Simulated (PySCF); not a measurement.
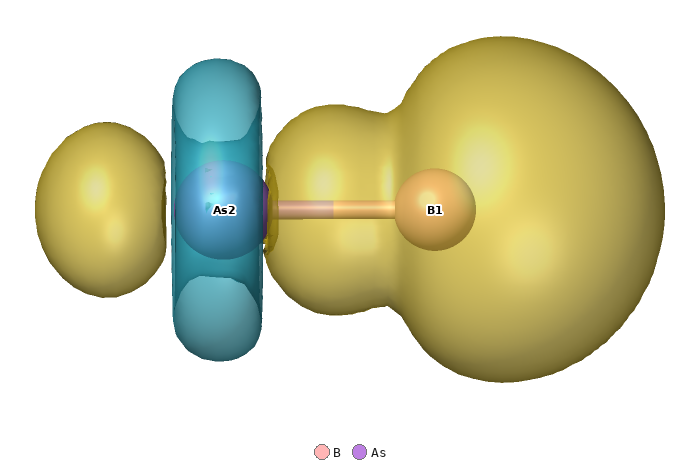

Figure. BAs (charge −1, doublet). Isosurfaces of the spin density (α minus β) at +0.015 (yellow) and −0.015 e/Å³ (cyan), seen from one side.

Computed with PBE0/def2-SVPD, non-relativistic Hamiltonian with scalar-relativistic core potentials where named, at a bond length of 1.799 Å (PySCF).

Question: Describe the spin distribution.

Answer: The unpaired spin (1 electron) lies mostly on B1 (about 0.9), in electrons by Hirshfeld's partition.
